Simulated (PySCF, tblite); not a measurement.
# C4H5F2 radical: geometry, infrared bands and EPR parameters

Wanted: the infrared bands and EPR parameters of C4H5F2 radical (`C=C[C](F)CF`), by calculation.

The runs use tblite 0.8.0 and PySCF 2.14.0, with density-fitted response routines of our own; the level of theory stands in each step. All values are computed, except where a source is named. Atoms count from 0, in the outputs and in this text.

## 1. Starting geometry

11 atoms, charge 0, multiplicity 2; geometry from: force field or distance geometry start.

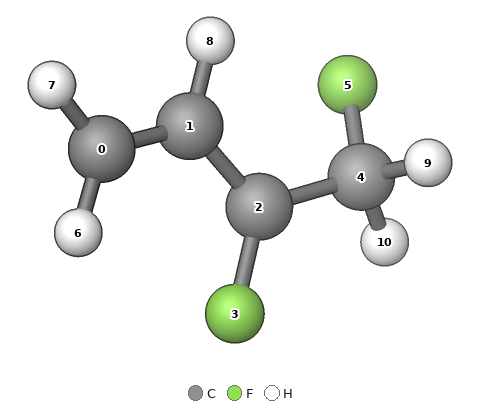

As it starts; carbon grey, fluorine green, hydrogen white, atoms numbered.

## 2. Optimising the geometry with GFN2-xTB

What the job is given:

```
{"job": {"kind": "relax", "xc": "GFN2-xTB", "basis": "xTB"}, "charge": 0, "multiplicity": 2}
C      2.053500    -0.104100    -0.100900
C      0.752300    -0.448300    -0.016700
C     -0.320100     0.488000    -0.005100
F     -0.039300     1.813700    -0.133500
C     -1.739000     0.059100     0.209300
F     -2.000100    -1.133300    -0.405600
H      2.351800     0.940700    -0.185900
H      2.832500    -0.849800    -0.095200
H      0.497700    -1.508700     0.069400
H     -1.953200    -0.052800     1.273600
H     -2.430700     0.798200    -0.216200
```

Started as:

```
$ OMP_NUM_THREADS=1 python probes_run.py task.json out
```

The driver reads the jobs from task.json and runs them one after another.

What it wrote:

```text
step      E/eV     max force
  0    -557.47898    1.629
  1    -557.53227    0.702
  2    -557.54830    0.436
  3    -557.55914    0.208
  4    -557.56154    0.159
  5    -557.56454    0.151
  6    -557.56606    0.149
  7    -557.56768    0.098
  8    -557.56873    0.092
  9    -557.56973    0.085
 10    -557.57038    0.074
 11    -557.57080    0.047
 12    -557.57112    0.053
 13    -557.57154    0.063
 14    -557.57207    0.079
 15    -557.57258    0.071
 16    -557.57296    0.060
 17    -557.57327    0.054
 18    -557.57359    0.063
 19    -557.57393    0.056
 20    -557.57418    0.041
 21    -557.57435    0.043
 22    -557.57451    0.044
 23    -557.57479    0.054
 24    -557.57521    0.062
 25    -557.57562    0.050
 26    -557.57583    0.026
 27    -557.57591    0.021
 28    -557.57596    0.021
 29    -557.57601    0.020
 30    -557.57606    0.019
 31    -557.57610    0.016
 32    -557.57614    0.022
 33    -557.57621    0.027
 34    -557.57632    0.030
 35    -557.57647    0.035
 36    -557.57661    0.032
 37    -557.57674    0.031
 38    -557.57689    0.041
 39    -557.57708    0.045
 40    -557.57731    0.037
 41    -557.57748    0.028
 42    -557.57757    0.022
 43    -557.57763    0.023
 44    -557.57770    0.024
 45    -557.57784    0.029
 46    -557.57804    0.041
 47    -557.57829    0.048
 48    -557.57854    0.051
 49    -557.57883    0.050
 50    -557.57915    0.052
 51    -557.57951    0.061
 52    -557.57986    0.044
 53    -557.58011    0.108
 54    -557.58063    0.046
 55    -557.58133    0.040
 56    -557.58200    0.065
 57    -557.58244    0.054
 58    -557.58281    0.053
 59    -557.58319    0.048
 60    -557.58354    0.041
 61    -557.58379    0.048
 62    -557.58389    0.045
 63    -557.58402    0.032
 64    -557.58411    0.030
 65    -557.58422    0.037
 66    -557.58436    0.031
 67    -557.58449    0.030
 68    -557.58458    0.023
 69    -557.58465    0.021
 70    -557.58473    0.018
 71    -557.58481    0.016
 72    -557.58485    0.010
```

It took 0.2 s on 1 thread of Arm Neoverse V2, shared host.

Step by step: (not every step is listed)

```csv
step,energy from step 0 (eV),largest force (eV/Å)
0,0.0000,1.6294
1,-0.0533,0.7022
2,-0.0693,0.4363
3,-0.0802,0.2077
4,-0.0826,0.1585
5,-0.0856,0.1512
6,-0.0871,0.1488
7,-0.0887,0.0977
8,-0.0897,0.0918
13,-0.0926,0.0633
18,-0.0946,0.0625
23,-0.0958,0.0539
28,-0.0970,0.0213
33,-0.0972,0.0274
38,-0.0979,0.0410
43,-0.0987,0.0227
48,-0.0996,0.0505
53,-0.1011,0.1082
58,-0.1038,0.0535
63,-0.1050,0.0318
67,-0.1055,0.0296
68,-0.1056,0.0226
69,-0.1057,0.0214
70,-0.1058,0.0176
71,-0.1058,0.0161
72,-0.1059,0.0103
```

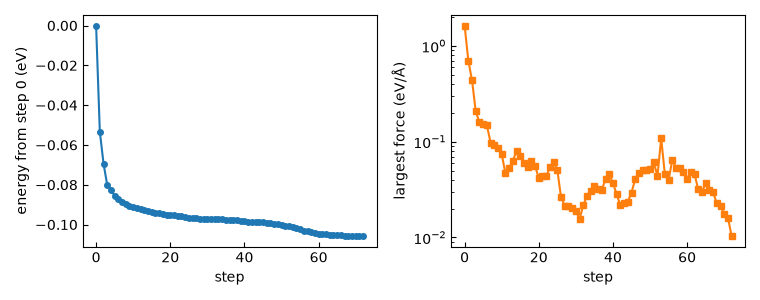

Energy and largest force along the relaxation.

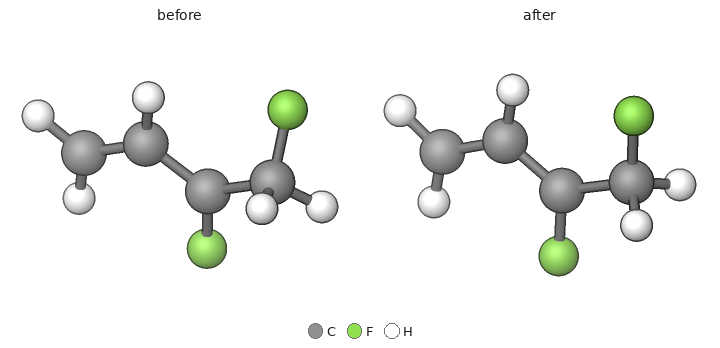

Before and after, at one scale.

Close pairs (by a distance rule), those that changed most:

```csv
bond,before (Å),after (Å),change (Å)
C1–C2,1.424,1.378,-0.046
C0–C1,1.349,1.367,+0.019
C0–H6,1.090,1.075,-0.015
C1–H8,1.094,1.081,-0.013
C4–H9,1.091,1.100,+0.009
C2–F3,1.361,1.353,-0.008
C2–C4,1.498,1.492,-0.006
C0–H7,1.078,1.073,-0.005
```

The final coordinates are the input of the step that follows.

## 3. Harmonic vibrations with GFN2-xTB

What the job is given:

```
{"job": {"kind": "ir", "xc": "GFN2-xTB", "basis": "xTB"}, "charge": 0, "multiplicity": 2}
C      2.075222    -0.088136    -0.147381
C      0.759156    -0.454661    -0.087163
C     -0.292461     0.413197     0.110973
F     -0.068588     1.739336     0.260958
C     -1.743541     0.076111     0.190704
F     -1.948883    -1.265290     0.043083
H      2.368548     0.940522    -0.039269
H      2.846123    -0.818037    -0.303890
H      0.483466    -1.493562    -0.198059
H     -2.162352     0.367668     1.165669
H     -2.311266     0.585523    -0.602424
```

What it wrote:

```text
mode    cm-1     km/mol
  1      39.2     15.93
  2     173.9      2.50
  3     181.7      1.84
  4     272.6      8.75
  5     331.0      0.06
  6     439.1      0.14
  7     542.5      0.84
  8     577.5     10.91
  9     776.5     23.60
 10     813.5      7.99
 11     932.2      5.07
 12     943.7      9.88
 13    1013.1     34.72
 14    1069.2    109.86
 15    1168.8      7.04
 16    1185.2     30.78
 17    1260.5     18.03
 18    1307.2      0.18
 19    1331.8     17.62
 20    1412.8     17.31
 21    1456.4     17.65
 22    1501.9     27.51
 23    2863.7     12.93
 24    2890.7     21.67
 25    3087.5      5.79
 26    3128.0      5.77
 27    3170.3     18.17
```

Wall time 0.15 s (1 thread of Arm Neoverse V2, shared host).

The strongest bands and the atoms that carry them (share of the mass-weighted mode):

```csv
cm⁻¹,km/mol,atoms
776,23.6,"H7 38 %, H6 31 %, C0 25 %"
1013,34.7,"H7 25 %, H6 19 %, H8 15 %, C0 13 %"
1069,109.9,"C4 47 %, F5 36 %"
1185,30.8,"C2 48 %, H9 10 %, H10 10 %"
1260,18.0,H8 59 %
1502,27.5,"C1 46 %, C2 28 %, C0 11 %"
2891,21.7,"H10 48 %, H9 48 %"
3170,18.2,"H7 63 %, H6 27 %"
```

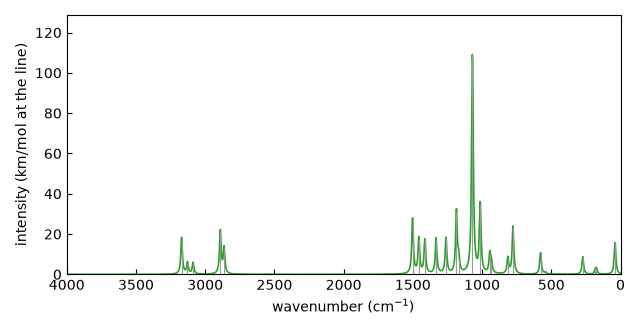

The infrared spectrum from these modes, unscaled. Lines are broadened to a width of 14 cm⁻¹ (Lorentzian).

## 4. EPR parameters: B3LYP/pcH-1

Settings changed since step 3:

```diff
@@ -1,2 +1,2 @@
-{"job": {"kind": "ir", "xc": "GFN2-xTB", "basis": "xTB"}, "charge": 0, "multiplicity": 2}
+{"job": {"kind": "epr", "basis": "pcH-1"}, "charge": 0, "multiplicity": 2}
 C      2.075222    -0.088136    -0.147381
```

With the program's defaults for keys left out, this is: UKS B3LYP, pcH-1 on C F H, non-relativistic, mean-field spin-orbit, GIAO.

What it wrote:

```text
UKS, coarse grid
  cycle   1  E = -354.97854475  |g| = 4.99e-01
  cycle   2  E = -354.81157984  |g| = 8.36e-01
  cycle   3  E = -355.06771611  |g| = 7.82e-02
  cycle   4  E = -355.07026776  |g| = 4.68e-02
  cycle   5  E = -355.07143100  |g| = 1.30e-02
  cycle   6  E = -355.07155178  |g| = 5.93e-03
  cycle   7  E = -355.07159012  |g| = 1.85e-03
  cycle   8  E = -355.07159401  |g| = 1.12e-03
  cycle   9  E = -355.07159392  |g| = 2.16e-04
UKS, final grid
  cycle   1  E = -355.07155373  |g| = 3.15e-04
  cycle   2  E = -355.07155368  |g| = 5.13e-04
  cycle   3  E = -355.07155376  |g| = 2.08e-05
  cycle   4  E = -355.07155376  |g| = 1.09e-05
E = -355.07155376 Eh   <S^2> = 0.7754 (exact 0.7500)
g shifts (ppm)      1          2          3
  rmc          -168       -168       -168
  gc             -1         34         40
  oz_so         -66       1253       1653
  total        -235       1119       1525
hyperfine (MHz)  atom isotope    a_iso     a_fc   dipolar eigenvalues
    0   13C      53.98      53.98    -51.21    -49.39    100.60
    1   13C     -48.18     -48.18    -28.32     11.04     17.27
    2   13C      67.47      67.47    -56.77    -53.85    110.61
    3   19F      80.66      80.66   -145.59   -114.39    259.99
    4   13C     -26.48     -26.48     -0.92     -0.21      1.13
    5   19F      -5.09      -5.09     -3.78     -3.34      7.12
    6    1H     -40.44     -40.44    -21.34     -1.49     22.84
    7    1H     -41.97     -41.97    -25.06     -0.18     25.24
    8    1H      10.54      10.54     -5.21     -1.41      6.62
    9    1H      67.22      67.22     -3.25     -2.75      6.00
   10    1H      67.52      67.52     -3.26     -2.73      5.99
```

Run time: 23 s. Hardware: 1 thread of Arm Neoverse V2, shared host; peak memory 0.69 GiB.

Principal g values 2.00208, 2.00344, 2.00384; g(iso) = 2.00312, against 2.00232 for a free electron.

Hyperfine couplings; where a row names several nuclei, a(iso) is their mean (it holds for fast rotation or exchange) and the dipolar term the largest among them:

```csv
nuclei,isotope,a(iso) (MHz),"a(iso) (G, at g = 2.0023)",largest dipolar term (MHz)
F3,19F,80.7,28.8,260.0
C2,13C,67.5,24.1,110.6
"H9, H10",1H,67.4,24.0,6.0
C0,13C,54.0,19.3,100.6
C1,13C,-48.2,-17.2,-28.3
H7,1H,-42.0,-15.0,25.2
H6,1H,-40.4,-14.4,22.8
C4,13C,-26.5,-9.4,1.1
H8,1H,10.5,3.8,6.6
F5,19F,-5.1,-1.8,7.1
```

Mulliken spin populations:

```csv
atom,value (e)
C0,0.68
C1,-0.25
C2,0.57
F3,0.03
C4,-0.05
F5,0.00
H6,-0.03
H7,-0.03
H8,0.01
H9,0.03
H10,0.03
```

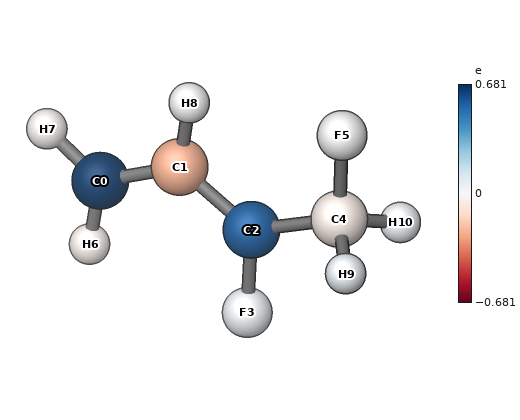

Mulliken spin populations, as colours on the atoms.

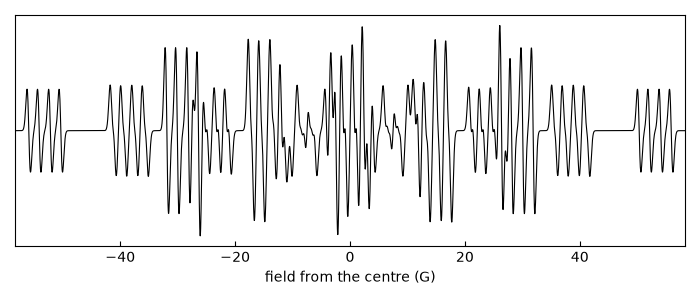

First-order isotropic spectrum (first derivative, main isotopes with spin only, couplings over 0.8 MHz, Gaussian width 0.3 G; couplings of the frozen geometry, rotation of groups not averaged beyond the rows shown).

The fields below are evaluated on a grid from the run's orbitals.

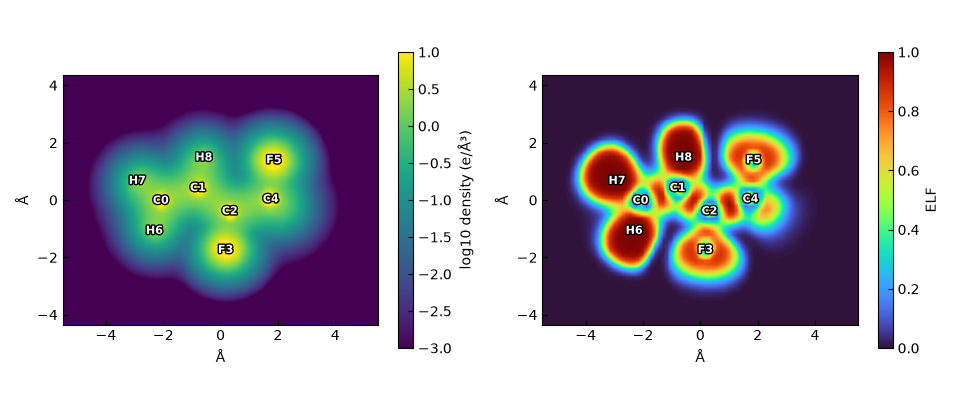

Density (left) and ELF (right) in a plane through or near 9 of the atoms.

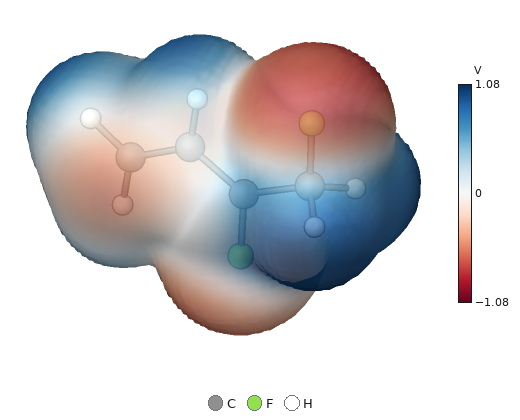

The potential that a unit positive charge feels on the 0.002 e/bohr³ surface, from -0.75 V near F5 to 1.08 V near H9.

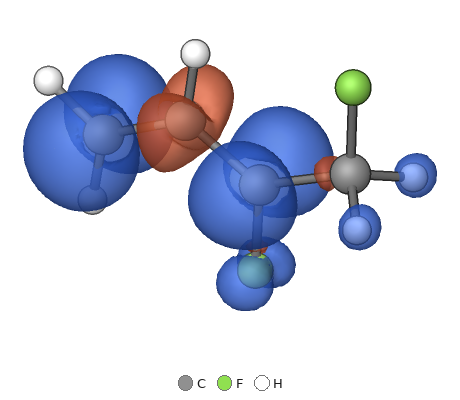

Spin density at ±0.03 e/Å³ (alpha excess blue, beta excess red).

## 5. Summary of results

```
                                                                  quantity                  value
                                 strongest single infrared mode (GFN2-xTB)  1069 cm⁻¹, 110 km/mol
                                              zero-point energy (GFN2-xTB)          48.4 kcal/mol
                                                            g(iso) (B3LYP)                2.00312
                                                                      ⟨S²⟩     0.775 (exact 0.75)
                                        largest a(iso) (averaged by class)    19F on F3, 80.7 MHz
potential on the surface of density 0.002 e/bohr³, 1st and 99th percentile     -0.75 V and 1.08 V
```

Over 72 steps the energy fell by 0.106 eV; of the close pairs, C1–C2 changed most, 1.424 to 1.378 Å. All 27 modes are real, so the xTB geometry is a minimum. The strongest single mode, at 1069 cm⁻¹, moves mainly C4 and F5. Unscaled tight-binding wavenumbers are off by several per cent, some by more. Its intensities can rank the bands wrongly. The largest spin populations lie on C0 (0.68 e), C2 (0.57 e). The isotropic g lies 0.8 ppt above the free-electron value. The conformer search found further structures of the same energy, which may be mirror or relabelled copies of this one.
